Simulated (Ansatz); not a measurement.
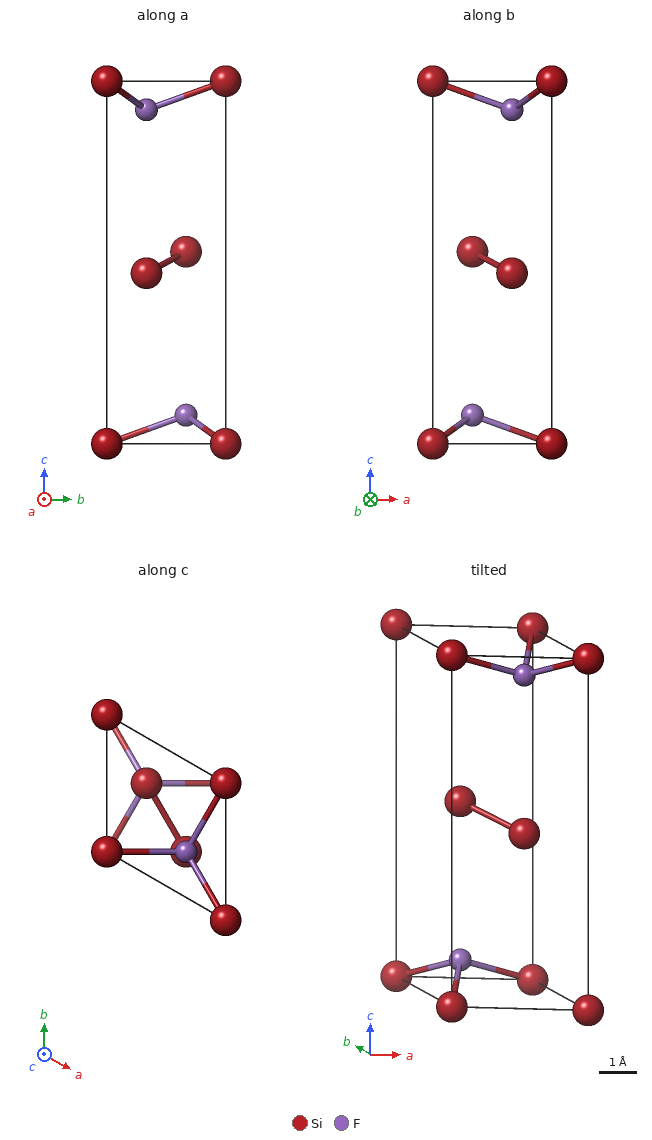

An orthographic ball-and-stick view of the structure, along the a axis, along the b axis, along the c axis and slightly off an axis. The conventional unit cell is drawn as a box.

Lattice parameters: a = 3.740 Å, b = 3.740 Å, c = 9.896 Å, α = 90.00°, β = 90.00°, γ = 120.00°. Put a along x and b in the xy plane.

Q: Turn the picture into a POSCAR file, with free fractional coordinates to two decimals.

A:
```
Si F
1.0
     3.740    0.000    0.000
    -1.870    3.239    0.000
     0.000    0.000    9.896
Si F
3 2
Direct
  0.00 0.00 0.00
  0.3333 0.6667 0.53
  0.6667 0.3333 0.47
  0.3333 0.6667 0.08
  0.6667 0.3333 0.92
```

The structure was taken from a textbook structure type filled with these elements (whether it is the usual form wasn't checked). The geometry was optimised with Ansatz 0.2.0, DFT PBE, scalar-relativistic, plane waves, PAW.
